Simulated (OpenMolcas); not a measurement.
# CH5Si (SMILES C[SiH2]): levels of theory compared

Aim: a comparison of 6 runs (UHF/3-21G, UB3LYP/6-31G*, UM06-2X/aug-cc-pVDZ, UPBE/aug-cc-pVDZ, USVWN5/aug-cc-pVDZ) of CH5Si. 

Program for the calculation: OpenMolcas 26.06.

### 1 The structure to begin with

CH5Si has 7 atoms, charge 0, and is taken as a doublet. As SMILES, `C[SiH2]`. Geometry: relaxed at PBE0-D4/def2-TZVP.

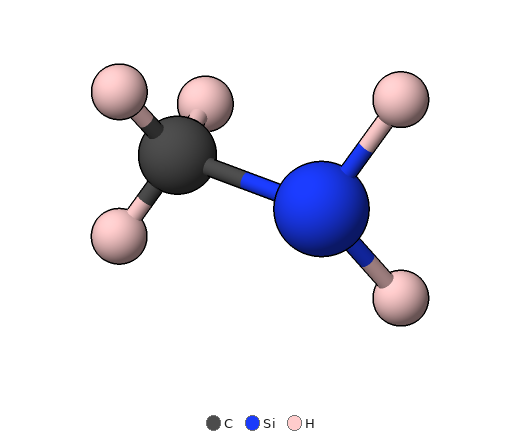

The structure, seen from a chosen angle (carbon dark grey, silicon blue, hydrogen pink).

### 2 Energy and gradient at UHF/3-21G (run 1)

Input file struct.xyz:

```xyz
7

C     -0.122600    -0.803200     0.095200
Si     0.176200     1.034800     0.314000
H     -0.204800    -1.054900    -0.966600
H      0.699200    -1.383300     0.519500
H     -1.047100    -1.107700     0.589500
H     -0.951500     1.846400    -0.225700
H      1.450600     1.468000    -0.326000
```

Input file mol.input:

```
&GATEWAY
BasLib = $CurrDir
Coord = struct.xyz
Basis = 3-21G
Group = NoSym
&SEWARD
&SCF
UHF
Spin = 2
Thresholds = 1e-10 1e-07 1e-07 1e-05
PrOrbitals = 1 2
&ALASKA
```

The basis set 3-21G is read from a file made from the Basis Set Exchange's data (not shown).

Run with:

```
$ export MOLCAS_MEM=1860
$ pymolcas mol.input > mol.log
```

Output:

```text
--- Start Module: gateway ---
[...]
--- Stop Module: gateway /rc=_RC_ALL_IS_WELL_ ---
[...]
      Basis functions           32
[...]
--- Start Module: scf ---
[...]
       Convergence after  14 Iterations
[...]
::    Total SCF energy                               -327.9168374830
[...]
      Total spin, S                                     0.5018816817
[...]
      Total electronic charge=   25.000000
      Total            charge=   -0.000000
[...]
      Dipole Moment (debye):
      Origin of the operator (angstrom)=    0.0756    0.4238    0.2114
                   X= -9.2890E-02               Y= -6.5696E-01               Z=  2.4411E-01           Total=  7.0698E-01
      Quadrupole Moment (debye*angstrom):
[...]
 *              Molecular gradients               *
 **************************************************
  Irreducible representation: a
 ------------------------------------------------------------------------------------------
                              X                       Y                       Z
 ------------------------------------------------------------------------------------------
  C1                3.38230891007052E-03    2.10860537545416E-02    2.70620889135298E-03
  SI2              -2.75806463302952E-03   -1.73768205896856E-02   -1.45617985204582E-03
  H3               -2.16658933023778E-04   -2.81958599345211E-05   -5.54494884458556E-03
  H4                4.34799285508647E-03   -1.84916678969738E-03    2.17040212230579E-03
  H5               -4.48589069799166E-03   -4.38534791415202E-04    2.51038201530518E-03
  H6                3.43178561490465E-04   -7.66966419559978E-04   -2.18831473246972E-04
  H7               -6.12866062598805E-04   -6.26369304252083E-04   -1.67032859080818E-04
 ------------------------------------------------------------------------------------------
[...]
```

It took 4.2 s on 1 thread of AMD EPYC 7R43 (Zen 3), shared host; peak memory 0.37 GiB.

### 3 Energy and gradient at UB3LYP/6-31G(d) (spherical functions) (run 2)

Input file mol.inp:

```
* CH5Si Kohn-Sham DFT
&GATEWAY
BASLIB=$CurrDir
COORD
7
bohr
C     -0.23168042    -1.51782802     0.17990193
Si     0.33296974     1.95548859     0.59337400
H     -0.38701591    -1.99347209    -1.82660927
H      1.32129651    -2.61405815     0.98171272
H     -1.97873223    -2.09324963     1.11399355
H     -1.79807441     3.48919032    -0.42651119
H      2.74123672     2.77411795    -0.61605072
BASIS=6-31Gs
GROUP=NoSym
&SEWARD
GRIDINPUT
Grid=UltraFine
End of Grid
&SCF
UHF
SPIN=2
KSDFT=B3LYP
THRESHOLDS=1e-10 1e-07 1e-07 1e-05
PRORBITALS=1 1
&ALASKA
```

The basis set 6-31G* is read from a file made from the Basis Set Exchange's data (not shown).

Run with:

```
$ export MOLCAS_MEM=1860
$ pymolcas mol.inp > mol.log
```

Output:

```text
--- Start Module: gateway ---
[...]
--- Stop Module: gateway /rc=_RC_ALL_IS_WELL_ ---
[...]
      Basis functions           42
[...]
--- Start Module: scf ---
[...]
       Convergence after  13 Iterations
[...]
::    Total KS-DFT energy                            -330.5560180920
[...]
      Total spin, S                                     0.5006360704
[...]
      Total electronic charge=   25.000000
      Total            charge=   -0.000000
[...]
      Dipole Moment (debye):
      Origin of the operator (angstrom)=    0.0756    0.4238    0.2114
                   X= -1.4487E-01               Y= -8.9010E-01               Z= -1.2022E-01           Total=  9.0979E-01
      Quadrupole Moment (debye*angstrom):
[...]
 *              Molecular gradients               *
 **************************************************
  Irreducible representation: a
 ------------------------------------------------------------------------------------------
                              X                       Y                       Z
 ------------------------------------------------------------------------------------------
  C1                5.04378268334715E-04    3.37636552394027E-03    4.96390497843335E-04
  SI2              -1.00693672945162E-03   -6.01065806957291E-03   -2.41490046195203E-03
  H3                2.74842319681945E-04    1.17659535599368E-03    2.03771618002335E-03
  H4               -1.26553244708560E-03    1.66762528620157E-03   -7.14232429878114E-04
  H5                1.69182922931821E-03    1.21606097296278E-03   -8.49644830810625E-04
  H6                5.82849201235192E-04   -8.15305480971862E-04    6.88131694402072E-04
  H7               -7.81429842018788E-04   -6.10683588575966E-04    7.56539350366126E-04
 ------------------------------------------------------------------------------------------
[...]
```

Wall time 26 s (1 thread of AMD EPYC 7R43 (Zen 3), shared host); peak memory 0.37 GiB.

Runs 3 to 5 aren't shown in full; the table further down has their settings and results.

### 4 Energy and gradient at USVWN5/aug-cc-pVDZ (run 6)

Input file calc.inp:

```
* CH5Si Kohn-Sham DFT
&GATEWAY
BasLib=$CurrDir
Coord
7
angstrom
C       -0.122600      -0.803200       0.095200
Si       0.176200       1.034800       0.314000
H       -0.204800      -1.054900      -0.966600
H        0.699200      -1.383300       0.519500
H       -1.047100      -1.107700       0.589500
H       -0.951500       1.846400      -0.225700
H        1.450600       1.468000      -0.326000
Basis=aug-cc-pVDZ
Group=NoSym
&SEWARD
GridInput
Grid=UltraFine
End of Grid
&SCF
UHF
Spin=2
KSDFT=SVWN5
Thresholds=1e-10 1e-07 1e-07 1e-05
PrOrbitals=1
&ALASKA
```

The basis set aug-cc-pVDZ is read from a file made from the Basis Set Exchange's data (not shown).

Run with:

```
$ export MOLCAS_MEM=1860
$ pymolcas calc.inp > calc.log
```

Output:

```text
--- Start Module: gateway ---
[...]
--- Stop Module: gateway /rc=_RC_ALL_IS_WELL_ ---
[...]
      Basis functions           95
[...]
--- Start Module: scf ---
[...]
       Convergence after  14 Iterations
[...]
::    Total KS-DFT energy                            -328.9751047569
[...]
      Total spin, S                                     0.5006836110
[...]
      Total electronic charge=   25.000000
      Total            charge=   -0.000000
[...]
      Dipole Moment (debye):
      Origin of the operator (angstrom)=    0.0756    0.4238    0.2114
                   X= -1.5596E-01               Y= -9.4477E-01               Z= -1.7832E-01           Total=  9.7402E-01
      Quadrupole Moment (debye*angstrom):
[...]
 *              Molecular gradients               *
 **************************************************
  Irreducible representation: a
 ------------------------------------------------------------------------------------------
                              X                       Y                       Z
 ------------------------------------------------------------------------------------------
  C1               -1.48639507031045E-03   -8.62192220040559E-03   -2.00791010384077E-03
  SI2               5.30941096004711E-04    4.41856629842174E-03   -4.89699588544390E-03
  H3                7.49977125319379E-04    2.09031295578344E-03    1.03675974690274E-02
  H4               -7.86808642508974E-03    5.56131705026264E-03   -3.98682598094596E-03
  H5                8.89503963154681E-03    2.93106986625080E-03   -4.67777412920622E-03
  H6                5.78433549081137E-03   -4.16007095977289E-03    2.33629509952871E-03
  H7               -6.60581184830633E-03   -2.21927301049263E-03    2.86561353088044E-03
 ------------------------------------------------------------------------------------------
[...]
```

It took 33 s on 1 thread of AMD EPYC 7R43 (Zen 3), shared host; peak memory 0.52 GiB.

### 5 All runs side by side

```csv
run,level,integration grid,Cartesian functions,energy (Eh),dipole moment (D),HOMO energy (eV),LUMO energy (eV),wall time
1,UHF/3-21G,–,no,-327.916837,0.71,-8.59,1.55,4.2 s
2,UB3LYP/6-31G* (spherical functions),UltraFine,no,-330.556018,0.91,-5.50,-2.37,26 s
3,UB3LYP/6-31G* (Cartesian functions),UltraFine,yes,-330.558518,0.91,-5.50,-2.37,28 s
4,UM06-2X/aug-cc-pVDZ,UltraFine,no,-330.500261,0.82,-6.71,-2.44,80 s
5,UPBE/aug-cc-pVDZ,UltraFine,no,-330.336487,0.96,-4.83,-3.06,53 s
6,USVWN5/aug-cc-pVDZ,UltraFine,no,-328.975105,0.97,-4.77,-3.50,33 s
```

### 6 What came out

| quantity | value |
| --- | --- |
| run 6: total energy | -328.97510 Eh |
| run 6: dipole moment | 0.97 D |
| run 6: HOMO energy (highest over α and β) | -4.77 eV |
| run 6: LUMO energy (lowest over α and β) | -3.50 eV |
| run 6: ⟨S²⟩ | 0.751 |
| run 6: largest force on an atom | 0.545 eV/Å |

What this shows: The dipole moment (its size) runs from 0.71 D (UHF/3-21G) to 0.97 D (USVWN5/aug-cc-pVDZ). The two ends differ in method and basis. Totals of different functionals can't be ranked against each other. All runs together took 3.7 min, the longest 80 s.
